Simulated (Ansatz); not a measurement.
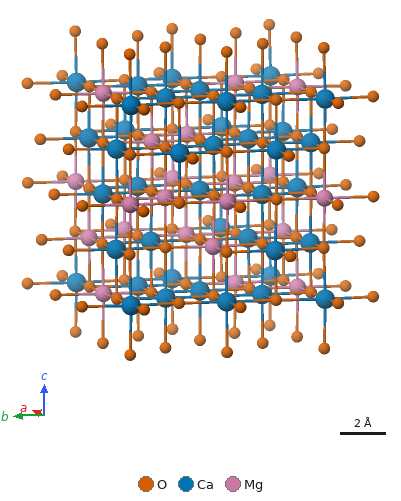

Starting frame of a dynamics run of a 64-atom cell of O$_{32}$Ca$_{20}$Mg$_{12}$. Style: ball-and-stick. Shown: the simulation cell, from a free direction. Bonds to atoms that aren't drawn are left out.

Computed with DFT, PBEsol, PAW, plane waves in Ansatz 0.2.0.

Run with plane-wave cutoff 420 eV; k-point mesh 1 × 1 × 1; Fermi-Dirac smearing 0.01 eV; Langevin thermostat (NVT); set temperature 600 K, then 600 K at the end of 120 steps, then 600 K at the end of 120 steps; time step 2.5 fs. The run takes 600 fs.

Predict how the run goes.

Answer. Over the second half the temperature averages 621 K (spread ±53 K). The potential energy in the second half lies on average 37.7 meV per atom above the first frame. Root-mean-square distances from the starting positions over the second half, with the common drift of all atoms taken out: O 0.22 Å, Mg 0.20 Å, Ca 0.16 Å. That is small against the typical shortest distance between atoms in the first frame, about 2.3 Å: the atoms vibrate about their sites and the arrangement holds.

Along the run (each row but the first and the last is the mean over the interval that it begins):

| time (fs) | potential energy (meV/atom) | T (K) |
| --- | --- | --- |
| 0.0 | 0.0 | 591 |
| 57.5 | 20.4 | 474 |
| 117.5 | 17.2 | 566 |
| 177.5 | 25.4 | 503 |
| 237.5 | 27.5 | 596 |
| 297.5 | 36.4 | 590 |
| 357.5 | 34.3 | 593 |
| 417.5 | 37.0 | 636 |
| 477.5 | 43.3 | 653 |
| 537.5 | 37.5 | 632 |
| 597.5 | 35.1 | 682 |

The frame at 600 fs:

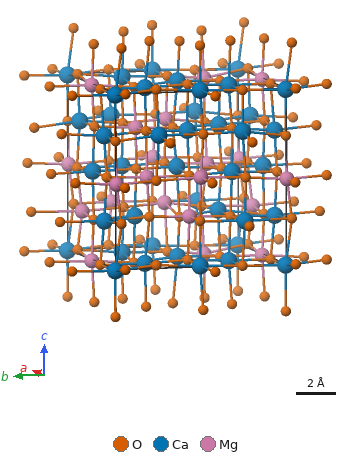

Limits of the set-up: the program's low-accuracy preset was used.
